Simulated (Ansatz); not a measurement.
## Glassy 91GeO2-6Al2O3-3Sc2O3 (mol %) (102 atoms): where an added charge goes

Does an extra electron or hole in glassy 91GeO2-6Al2O3-3Sc2O3 (mol %) (102 atoms) stay spread out, or do the atoms trap it?

Calculated with Ansatz 0.2.0; Kohn-Sham DFT, PBEsol, PAW (set soft_1), plane waves.

### Step 1. The starting structure

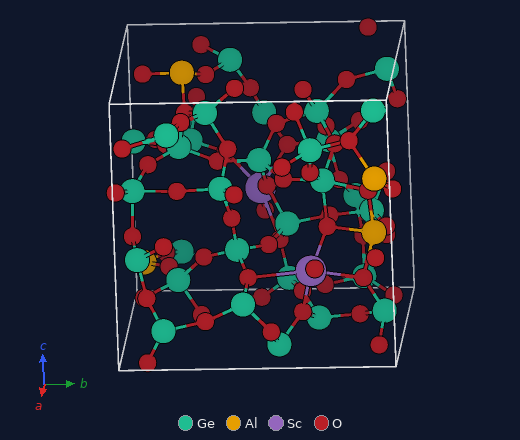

Start, viewed slightly off an axis; germanium teal, aluminium orange, scandium purple, oxygen red. Bonds to atoms that aren't drawn are left out. Some periodic images of atoms are drawn too.

The cell holds 102 atoms: 29 Ge, 4 Al, 2 Sc and 67 O. Cell: a = 11.376 Å, b = 11.376 Å, c = 11.376 Å, α = 90.0°, β = 90.0°, γ = 90.0°. 102 atoms (29 Ge, 4 Al, 2 Sc, 67 O) placed at random at 3.62 g/cm³, melted at 4000 K for 10 ps at fixed volume with the Morse and Coulomb pair potential with partial charges (Pedone, Malavasi, Menziani, Cormack and Segre, J. Phys. Chem. B 110, 11780 (2006)). Quenched from 2500 K to 300 K at 50 K/ps and fixed volume, held 10 ps at zero pressure.

Limits known from the start: The quench rate of 50 K/ps far exceeds what a furnace or splat quench reaches, so expect more defects and frozen-in strain than in a real sample. The network of bonds at the start is that of the classical potential that made the cell, and needn't be the one that DFT or experiment would give. The Brillouin zone is sampled at Γ only, in a cell whose shortest periodic width is 11 Å.

### Step 2. Single point at the start

A single point comes first, to see the forces before anything moves.

File input.yaml:

```yaml
crystal:
  lattice:
    - [11.37571, 0.0, 0.0]
    - [0.0, 11.37571, 0.0]
    - [0.0, 0.0, 11.37571]
  atoms:
    - { symbol: Ge, position: [0.34093, 0.95624, 0.92174] }
    - { symbol: Ge, position: [0.15472, 0.83314, 0.08995] }
    - { symbol: Ge, position: [0.16482, 0.7227, 0.60578] }
    - { symbol: Ge, position: [0.78186, 0.56571, 0.02488] }
    - { symbol: Ge, position: [0.03242, 0.80285, 0.35819] }
    - { symbol: Ge, position: [0.93625, 0.45152, 0.22212] }
    - { symbol: Ge, position: [0.46653, 0.4931, 0.62384] }
    - { symbol: Ge, position: [0.97239, 0.1999, 0.87194] }
    - { symbol: Ge, position: [0.73685, 0.05266, 0.59455] }
    - { symbol: Ge, position: [0.19689, 0.3808, 0.92164] }
    - { symbol: Ge, position: [0.87385, 0.70814, 0.77896] }
    - { symbol: Ge, position: [0.54474, 0.69441, 0.05286] }
    - { symbol: Ge, position: [0.66104, 0.41669, 0.34616] }
    - { symbol: Ge, position: [0.0554, 0.48621, 0.68001] }
    - { symbol: Ge, position: [0.78541, 0.37415, 0.61298] }
    - { symbol: Ge, position: [0.28045, 0.57175, 0.12526] }
    - { symbol: Ge, position: [0.27924, 0.02847, 0.6446] }
    - { symbol: Ge, position: [0.90066, 0.07275, 0.38416] }
    - { symbol: Ge, position: [0.42493, 0.70425, 0.79273] }
    - { symbol: Ge, position: [0.92865, 0.94518, 0.9406] }
    - { symbol: Ge, position: [0.38112, 0.88622, 0.40334] }
    - { symbol: Ge, position: [0.53758, 0.19109, 0.19915] }
    - { symbol: Ge, position: [0.50709, 0.20778, 0.68952] }
    - { symbol: Ge, position: [0.70043, 0.32178, 0.87296] }
    - { symbol: Ge, position: [0.64391, 0.73142, 0.59674] }
    - { symbol: Ge, position: [0.41599, 0.58218, 0.36937] }
    - { symbol: Ge, position: [0.68722, 0.94269, 0.11759] }
    - { symbol: Ge, position: [0.99853, 0.16602, 0.14529] }
    - { symbol: Ge, position: [0.0672, 0.21817, 0.58196] }
    - { symbol: Al, position: [0.26858, 0.05073, 0.1878] }
    - { symbol: Al, position: [0.66026, 0.91226, 0.40425] }
    - { symbol: Al, position: [0.98184, 0.94492, 0.70084] }
    - { symbol: Al, position: [0.4524, 0.22478, 0.95156] }
    - { symbol: Sc, position: [0.75087, 0.68676, 0.28975] }
    - { symbol: Sc, position: [0.18015, 0.47283, 0.4344] }
    - { symbol: O, position: [0.90538, 0.10319, 0.24094] }
    - { symbol: O, position: [0.0535, 0.47683, 0.31306] }
    - { symbol: O, position: [0.1398, 0.12068, 0.18491] }
    - { symbol: O, position: [0.14287, 0.44618, 0.79965] }
    - { symbol: O, position: [0.92267, 0.43286, 0.63038] }
    - { symbol: O, position: [0.29289, 0.92949, 0.28588] }
    - { symbol: O, position: [0.96201, 0.31572, 0.16787] }
    - { symbol: O, position: [0.37545, 0.51082, 0.50203] }
    - { symbol: O, position: [0.78257, 0.2161, 0.60488] }
    - { symbol: O, position: [0.66731, 0.74512, 0.43067] }
    - { symbol: O, position: [0.81738, 0.65304, 0.90608] }
    - { symbol: O, position: [0.42688, 0.08075, 0.94098] }
    - { symbol: O, position: [0.32846, 0.30089, 0.90666] }
    - { symbol: O, position: [0.63522, 0.0732, 0.16372] }
    - { symbol: O, position: [0.39452, 0.14883, 0.20795] }
    - { symbol: O, position: [0.98442, 0.1762, 0.45763] }
    - { symbol: O, position: [0.49917, 0.34516, 0.63153] }
    - { symbol: O, position: [0.40419, 0.73524, 0.39494] }
    - { symbol: O, position: [0.72066, 0.40591, 0.48271] }
    - { symbol: O, position: [0.30162, 0.5452, 0.27628] }
    - { symbol: O, position: [0.41684, 0.55593, 0.74584] }
    - { symbol: O, position: [0.78746, 0.46215, 0.27825] }
    - { symbol: O, position: [0.51422, 0.94674, 0.38344] }
    - { symbol: O, position: [0.37794, 0.15188, 0.66171] }
    - { symbol: O, position: [0.01041, 0.24064, 0.73009] }
    - { symbol: O, position: [0.6795, 0.89858, 0.56763] }
    - { symbol: O, position: [0.32302, 0.93984, 0.53272] }
    - { symbol: O, position: [0.04891, 0.87141, 0.99229] }
    - { symbol: O, position: [0.75917, 0.04863, 0.4308] }
    - { symbol: O, position: [0.90771, 0.54788, 0.10968] }
    - { symbol: O, position: [0.52936, 0.77209, 0.69932] }
    - { symbol: O, position: [0.91818, 0.71349, 0.34672] }
    - { symbol: O, position: [0.13233, 0.34825, 0.55815] }
    - { symbol: O, position: [0.57412, 0.84503, 0.07349] }
    - { symbol: O, position: [0.55048, 0.52263, 0.33101] }
    - { symbol: O, position: [0.77689, 0.69804, 0.66664] }
    - { symbol: O, position: [0.5934, 0.29069, 0.30101] }
    - { symbol: O, position: [0.60911, 0.10222, 0.65499] }
    - { symbol: O, position: [0.5693, 0.23852, 0.83539] }
    - { symbol: O, position: [0.89564, 0.85256, 0.81896] }
    - { symbol: O, position: [0.72543, 0.43357, 0.97123] }
    - { symbol: O, position: [0.21194, 0.69514, 0.07783] }
    - { symbol: O, position: [0.80037, 0.92696, 0.02308] }
    [... 18 atom lines left out ...]
    - { symbol: O, position: [0.22916, 0.46659, 0.03839] }
    - { symbol: O, position: [0.96195, 0.1023, 0.01655] }
    - { symbol: O, position: [0.87381, 0.0012, 0.62938] }
    - { symbol: O, position: [0.72856, 0.8736, 0.25502] }
    - { symbol: O, position: [0.14931, 0.09813, 0.61284] }
    - { symbol: O, position: [0.82693, 0.24245, 0.87625] }
kpoints:
  mp_grid: { grid: [1, 1, 1] }
hamiltonian:
  xc: pbesol
  pseudopotentials: { kind: paw, azcp: { folder: soft_1 }, xc_functional: pbe }
scf:
  occupations: { method: fermi_dirac, width: 0.05 }
output:
  forces: true
```

Started as:

```
$ ansatz run input.yaml --threads 4 --pin off --max-ram 8192MiB --backend cpu --events-out ev --progress --plain --runs-dir out
```

Numbers of over 12 decimals in the logs are rounded to 6 here.

Log:

```text
[...]
Pseudopotentials: kind: paw
Pseudopotential: Ge, paw, valence charge 14, recommended cutoff 420 eV (normal), soft_1/Ge.paw.azcp
Pseudopotential: Al, paw, valence charge 3, recommended cutoff 420 eV (normal), soft_1/Al.paw.azcp
Pseudopotential: Sc, paw, valence charge 11, recommended cutoff 420 eV (normal), soft_1/Sc.paw.azcp
Pseudopotential: O, paw, valence charge 6, recommended cutoff 420 eV (normal), soft_1/O.paw.azcp
[... 3 lines on functional and potentials left out ...]
Crystal: 102 atoms, lattice volume = 1472.094 Å³
Basis set: ecut = 420 eV, 28671 PW (Γ), exchange–correlation on 160×160×160 points (8 copies of the dense FFT grid, shifted against one another)
Bands: 523, of which v1, the nominal top of the filled ones, is band 421 counted from 1 (420 counted from 0)
Symmetry: 1 space group operations
Space group: P1 (ITA 1), of the structure as read, at distance tolerance 1.1e-4 Å
k-points: 1
[... 13 lines on functional and potentials left out ...]
Initial density: superposition of atomic densities (chi_scale 0.1, normalization cell, long waves kept (reshape's long-wave potential 0.46 eV rms))
Initial wavefunctions: pseudopotential atomic-orbital guess
[...]
SCF iter   1: F=—  HF=-167276.485044 eV  |F-HF|=—  |Δ(HF+E_count)|=         —  Δρ=9.66e-2  dr2=1.02e2  ethr=3.10e-3  ⟨swp⟩=6.0  Hψ=2067  notcnv=0  defer=42
preconditioner: auto → Resta (q_TF=auto, 2.486 Å⁻¹)  ε∞=2.8  [insulator: Δε(μ)=1.010 eV  Ē_g=20.857 eV  σ=0.050 eV  W_gap=1.00  n_scr=388 (ndim 8)  ℏωp=27.8 eV  f_vac=0.150  D(μ)=0.00/eV (n_scr^D=0)  ε∞_Penn≈2.8]
SCF iter   2: F=—  HF=-167250.001304 eV  |F-HF|=—  |Δ(HF+E_count)|=    2.65e1  Δρ=4.25e-2  dr2=1.35e1  ethr=3.10e-3  ⟨swp⟩=3.0  Hψ=1040  notcnv=0  defer=93
SCF iter   3: F=—  HF=-167246.835875 eV  |F-HF|=—  |Δ(HF+E_count)|=    3.17e0  Δρ=1.53e-2  dr2=2.95e0  ethr=1.60e-3  ⟨swp⟩=4.0  Hψ=1168  notcnv=0  defer=54
automatic band count: iteration 3 solves 488 bands in place of 523: the levels show a gap, and the empty bands left out lie too high to hold charge; the band table lists the bands solved (type scf.n_extra_bands for more)
SCF iter   4: F=—  HF=-167246.340472 eV  |F-HF|=—  |Δ(HF+E_count)|=   4.95e-1  Δρ=4.64e-3  dr2=3.00e-1  ethr=3.50e-4  ⟨swp⟩=4.0  Hψ=714  notcnv=0  defer=54
SCF iter   5: F=—  HF=-167246.353146 eV  |F-HF|=—  |Δ(HF+E_count)|=   1.27e-2  Δρ=2.01e-3  dr2=6.10e-2  ethr=3.57e-5  ⟨swp⟩=2.0  Hψ=990  notcnv=0  defer=58
[...]
SCF iter  12: F=—  HF=-167246.418301 eV  |F-HF|=—  |Δ(HF+E_count)|=   4.73e-6  Δρ=7.74e-6  dr2=9.78e-7  ethr=3.92e-10  ⟨swp⟩=2.0  Hψ=811  notcnv=0  defer=58
SCF iter  13: F=-167246.418302 eV  HF=-167246.418302 eV  |F-HF|=1.68e-7  |Δ(HF+E_count)|=   1.17e-6  Δρ=2.27e-6  dr2=9.73e-8  ethr=1.19e-11  ⟨swp⟩=3.0  Hψ=1643  notcnv=0
SCF 1 converged in 13 iterations: F = -167246.418302 eV  dr2 = 9.73e-8
[...]
SCF converged after 13 iterations
Free energy (F): -167246.418302 eV
Harris-Foulkes:  -167246.418302 eV  (|F-HF|=1.68e-7)
Internal energy: -167246.418135 eV  (E = F + TS)
E sigma→0 (E₀):  -167246.418219 eV
Entropy (-TS):   -0.000167 eV (-0.002 meV/atom)
Fermi energy:    5.358231 eV
--- Per-component energies (eV) ---
[...]
Σ components = -167246.418302   (vs F -167246.418302, Δ=0.00e0)
--- Forces (eV/Å), atoms counted from 1 ---
  atom   1  Ge     1.71365870     0.55923581    -2.91725579
  atom   2  Ge    -0.84093109    -0.63674345     1.16801901
  atom   3  Ge     0.40732138     1.93693220    -0.24547284
  atom   4  Ge     0.09535859    -0.33224243    -2.21211143
[...]
atom 102  O     -0.15156244    -1.10087248     0.78450282
  max |Σ_I F_I| component: 6.52e-5 eV/Å
```

Run time: 27 s. Hardware: 4 threads of Arm Neoverse V2, shared host; peak memory 2.4 GiB; 1.7 min of CPU time.

The r.m.s. force at the start is 1.3 eV/Å.

### Step 3. Relaxation

The atoms are relaxed in the fixed cell, aiming at the force tolerance of the input.

File input.yaml:

```yaml
crystal:
  lattice:
    - [11.37571, 0.0, 0.0]
    - [0.0, 11.37571, 0.0]
    - [0.0, 0.0, 11.37571]
  atoms:
    [... the 102 atom lines of step 2 ...]
kpoints:
  mp_grid: { grid: [1, 1, 1] }
hamiltonian:
  xc: pbesol
  pseudopotentials: { kind: paw, azcp: { folder: soft_1 }, xc_functional: pbe }
scf:
  occupations: { method: fermi_dirac, width: 0.05 }
output:
  forces: true
relax:
  f_tol: 0.05
  max_steps: 120
```

Log:

```text
[...]
Crystal: 102 atoms, lattice volume = 1472.094 Å³
Basis set: ecut = 420 eV, 28671 PW (Γ), exchange–correlation on 160×160×160 points (8 copies of the dense FFT grid, shifted against one another)
Bands: 523, of which v1, the nominal top of the filled ones, is band 421 counted from 1 (420 counted from 0)
Symmetry: 1 space group operations
[...]
k-points: 1
[...]
SCF iter   1: F=—  HF=-167276.485044 eV  |F-HF|=—  |Δ(HF+E_count)|=         —  Δρ=9.66e-2  dr2=1.02e2  ethr=3.10e-3  ⟨swp⟩=6.0  Hψ=2067  notcnv=0  defer=42
[...]
SCF iter  11: F=-167246.418301 eV  HF=-167246.418296 eV  |F-HF|=4.45e-6  |Δ(HF+E_count)|=   1.62e-5  Δρ=1.46e-5  dr2=3.28e-6  ethr=2.11e-9  ⟨swp⟩=2.0  Hψ=1313  notcnv=0
SCF 1 converged in 11 iterations: F = -167246.418301 eV  dr2 = 3.28e-6
[...]
relax step   1: F+E_penalty+E_count = -167246.41830068 eV  Δ(F+E_penalty+E_count) = +0.000e0 eV  max|allowed force component| = 4.317e0 eV/Å  Δτ_max = 0.0000 Å  (11 SCF iters, dr2 threshold 6.25e-5 eV, accepted)
[...]
relax step   2: F+E_penalty+E_count = -167252.65042728 eV  Δ(F+E_penalty+E_count) = -6.232e0 eV  max|allowed force component| = 2.641e0 eV/Å  Δτ_max = 0.1776 Å  (8 SCF iters, dr2 threshold 1.00e-4 eV, accepted)
[...]
relax step   3: F+E_penalty+E_count = -167256.10702510 eV  Δ(F+E_penalty+E_count) = -3.457e0 eV  max|allowed force component| = 7.749e-1 eV/Å  Δτ_max = 0.1975 Å  (8 SCF iters, dr2 threshold 1.00e-4 eV, accepted)
relax step   4: F+E_penalty+E_count = -167257.12131898 eV  Δ(F+E_penalty+E_count) = -1.014e0 eV  max|allowed force component| = 3.993e-1 eV/Å  Δτ_max = 0.2000 Å  (8 SCF iters, dr2 threshold 5.17e-5 eV, accepted)
relax step   5: F+E_penalty+E_count = -167257.61152400 eV  Δ(F+E_penalty+E_count) = -4.902e-1 eV  max|allowed force component| = 2.284e-1 eV/Å  Δτ_max = 0.2000 Å  (8 SCF iters, dr2 threshold 1.37e-5 eV, accepted)
relax step   6: F+E_penalty+E_count = -167257.80152946 eV  Δ(F+E_penalty+E_count) = -1.900e-1 eV  max|allowed force component| = 1.996e-1 eV/Å  Δτ_max = 0.2000 Å  (8 SCF iters, dr2 threshold 1.39e-5 eV, accepted)
relax step   7: F+E_penalty+E_count = -167257.87173558 eV  Δ(F+E_penalty+E_count) = -7.021e-2 eV  max|allowed force component| = 1.584e-1 eV/Å  Δτ_max = 0.2000 Å  (7 SCF iters, dr2 threshold 1.30e-5 eV, accepted)
relax step   8: F+E_penalty+E_count = -167257.88280399 eV  Δ(F+E_penalty+E_count) = -1.107e-2 eV  max|allowed force component| = 1.746e-1 eV/Å  Δτ_max = 0.1171 Å  (7 SCF iters, dr2 threshold 1.58e-5 eV, accepted)
relax step   9: F+E_penalty+E_count = -167257.89864880 eV  Δ(F+E_penalty+E_count) = -1.584e-2 eV  max|allowed force component| = 1.190e-1 eV/Å  Δτ_max = 0.0374 Å  (6 SCF iters, dr2 threshold 1.92e-5 eV, accepted)
relax step  10: F+E_penalty+E_count = -167257.91871829 eV  Δ(F+E_penalty+E_count) = -2.007e-2 eV  max|allowed force component| = 1.852e-1 eV/Å  Δτ_max = 0.1293 Å  (8 SCF iters, dr2 threshold 6.58e-6 eV, accepted)
relax step  11: F+E_penalty+E_count = -167257.92874067 eV  Δ(F+E_penalty+E_count) = -1.002e-2 eV  max|allowed force component| = 1.732e-1 eV/Å  Δτ_max = 0.0748 Å  (7 SCF iters, dr2 threshold 1.59e-5 eV, accepted)
relax step  12: F+E_penalty+E_count = -167257.93897651 eV  Δ(F+E_penalty+E_count) = -1.024e-2 eV  max|allowed force component| = 1.161e-1 eV/Å  Δτ_max = 0.0184 Å  (6 SCF iters, dr2 threshold 2.63e-5 eV, accepted)
relax step  13: F+E_penalty+E_count = -167257.94808614 eV  Δ(F+E_penalty+E_count) = -9.110e-3 eV  max|allowed force component| = 1.113e-1 eV/Å  Δτ_max = 0.0515 Å  (6 SCF iters, dr2 threshold 6.05e-6 eV, accepted)
relax step  14: F+E_penalty+E_count = -167257.95667935 eV  Δ(F+E_penalty+E_count) = -8.593e-3 eV  max|allowed force component| = 9.066e-2 eV/Å  Δτ_max = 0.1014 Å  (7 SCF iters, dr2 threshold 5.56e-6 eV, accepted)
relax step  15: F+E_penalty+E_count = -167257.96194565 eV  Δ(F+E_penalty+E_count) = -5.266e-3 eV  max|allowed force component| = 7.632e-2 eV/Å  Δτ_max = 0.0197 Å  (6 SCF iters, dr2 threshold 5.46e-6 eV, accepted)
relax step  16: F+E_penalty+E_count = -167257.95271995 eV  Δ(F+E_penalty+E_count) = +9.226e-3 eV  max|allowed force component| = 2.342e-1 eV/Å  Δτ_max = 0.0706 Å  (8 SCF iters, dr2 threshold 3.87e-6 eV, rejected (line search))
relax step  17: F+E_penalty+E_count = -167257.96663129 eV  Δ(F+E_penalty+E_count) = -4.686e-3 eV  max|allowed force component| = 8.138e-2 eV/Å  Δτ_max = 0.0340 Å  (9 SCF iters, accepted)
relax step  18: F+E_penalty+E_count = -167257.96840816 eV  Δ(F+E_penalty+E_count) = -1.777e-3 eV  max|allowed force component| = 1.249e-1 eV/Å  Δτ_max = 0.1000 Å  (7 SCF iters, dr2 threshold 4.69e-6 eV, accepted)
relax step  19: F+E_penalty+E_count = -167257.97194829 eV  Δ(F+E_penalty+E_count) = -3.540e-3 eV  max|allowed force component| = 9.885e-2 eV/Å  Δτ_max = 0.0130 Å  (6 SCF iters, dr2 threshold 1.56e-5 eV, accepted)
relax step  20: F+E_penalty+E_count = -167257.97346618 eV  Δ(F+E_penalty+E_count) = -1.518e-3 eV  max|allowed force component| = 4.512e-2 eV/Å  Δτ_max = 0.0073 Å  (6 SCF iters, dr2 threshold 6.12e-6 eV, accepted)
[...]
relax step  21: F+E_penalty+E_count = -167257.97346633 eV  Δ(F+E_penalty+E_count) = -1.444e-7 eV  max|allowed force component| = 4.508e-2 eV/Å  Δτ_max = 0.0000 Å  (3 SCF iters, accepted)
SCF converged after 3 iterations
Free energy (F): -167257.973466 eV
[...]
Internal energy: -167257.973466 eV  (E = F + TS)
E sigma→0 (E₀):  -167257.973466 eV
Fermi energy:    4.835708 eV
[...]
--- Forces (eV/Å), atoms counted from 1 ---
  atom   1  Ge    -0.00281393     0.00431336    -0.00156774
  atom   2  Ge    -0.00478949    -0.00432012     0.02336669
  atom   3  Ge     0.00197473    -0.00399974    -0.01948919
  atom   4  Ge    -0.02200916     0.00831844    -0.00873660
  atom   5  Ge     0.00786875    -0.01305320    -0.00278870
  atom   6  Ge     0.00004897    -0.01122008     0.00148269
  atom   7  Ge    -0.03609682     0.00021413     0.04508094
  atom   8  Ge     0.01474062    -0.00448200     0.01274567
  atom   9  Ge     0.01566805    -0.00610063     0.00105153
  atom  10  Ge    -0.00483882     0.00404210     0.00323019
  atom  11  Ge    -0.00485129     0.01498233     0.01468635
  atom  12  Ge    -0.00087304     0.00602803     0.01167078
  atom  13  Ge     0.00001891     0.01516435     0.00675137
  atom  14  Ge     0.01155649     0.00194915    -0.00111130
[...]
atom 101  O     -0.01413616     0.01316827    -0.00137299
  atom 102  O     -0.01196216     0.00236661     0.00180061
  max |Σ_I F_I| component: 6.87e-5 eV/Å
--- Relaxed structure (21 steps of the walk, 20 accepted, 0 SCFs on fresh bases) ---
  F+E_penalty+E_count = -167257.97346633 eV   max|allowed force component| = 4.508e-2 eV/Å
  atoms:
    - { symbol: Ge, position: [0.337600, 0.959059, 0.907662] }
    - { symbol: Ge, position: [0.147043, 0.837156, 0.098421] }
    - { symbol: Ge, position: [0.163175, 0.732930, 0.603064] }
    - { symbol: Ge, position: [0.772753, 0.554905, 0.023417] }
[...]
- { symbol: O, position: [0.833941, 0.225653, 0.865553] }
```

Run time: 5.6 min. Hardware: 4 threads; peak memory 2.4 GiB; 22 min of CPU time.

The relaxation converged after 21 steps, 11.6 eV below its start, with a largest force component of 0.045 eV/Å.

(Continued in part 2 of 4.)

[Logs are printed without paths, hosts, clocks, repeated set-up lines and the standing remarks that a program may print on its own settings, such as how far it seeks lower states.]

[Hosts, paths, dates, database ids (printed as entryN), source tags and the programs' standing remarks are cut or masked in the printed files.]
